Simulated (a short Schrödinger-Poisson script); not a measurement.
Structure: symmetric double-gate stack, SiO2 on p-type GaAs, at 300 K.

| layer | material | thickness (nm) | Na (cm⁻³) |
|---|---|---|---|
| 1 | SiO2 | 1.1 | - |
| 2 | GaAs | 4 | 3e15 |
| 3 | SiO2 | 1.1 | - |

The device is made up for the run: typed textbook-type constants, with dimensions and the other settings drawn at random. SiO2: permittivity 3.9, conduction-band edge (eV) 3.17, gap (eV) 9, electron mass (mₑ) 0.5. GaAs: permittivity 12.9, conduction-band edge (eV) 0, gap (eV) 1.424, Nv at 300 K (cm⁻³) 9e18.

Channel valleys (confinement mass, in-plane density-of-states mass, number): Γ 0.067, 0.067, 1. At the gates, both at one voltage, the conduction-band edge of layer 1 lies 3.34 eV − eVg above the Fermi level of the channel. Gaps are held at their typed values at every temperature. Mesh 0.03 nm at interfaces.

Solved with a short Schrödinger-Poisson script written for these runs: 1D Poisson equation in equilibrium, electrons quantum, Hartree (BenDaniel-Duke, 12 states a valley, the channel's in-plane mass for all, wave functions free to enter the dielectric), parabolic valleys, classical holes, full ionisation, no traps, pinning or gate leakage.

Only gate voltages with over 1e8 electrons/cm² are shown.

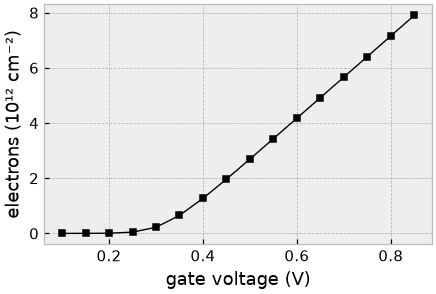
Sheet density against gate voltage

```tsv
Vg (V)	electrons (cm⁻²)	C (μF/cm²)	Γ E0 (meV)	Γ E1 (meV)
0.1	1.47e8	< 0.003	219.8	748.3
0.2	6.95e9	0.0433	120.0	648.5
0.3	2.20e11	0.965	26.7	554.7
0.4	1.27e12	2.15	-40.4	485.5
0.5	2.69e12	2.36	-95.6	427.3
0.6	4.18e12	2.38	-149.1	370.8
0.7	5.67e12	2.39	-202.4	314.4
0.8	7.16e12	2.39	-255.7	258.1
```

Subbands count from the Fermi level. The capacitance is that of both gates.

Above a few 1e12 electrons/cm² a light Γ valley is non-parabolic and upper valleys begin to fill, which the model leaves out.
